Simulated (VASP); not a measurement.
Band structure of BeZn$_{3}$O$_{4}$ (ordered alloy cell). All values below come from PBE GGA, VASP's PBE PAW potentials (set 64) (plane waves; VASP).

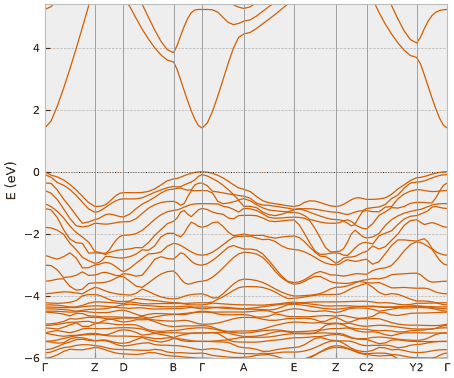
Figure: Bands along high-symmetry lines, zero at the valence-band maximum or, without a gap, the Fermi level

Problem. Read the plot: is there a gap, and where are the band edges?

Solution. The gap is direct, 1.41 eV, from the valence maximum at Γ to the conduction minimum at Γ. (Edges off the drawn lines would not show.)

The structure was generated: BeZn3O4 was put into an ordered model structure (Pm), which need not be its known phase. It was relaxed first.
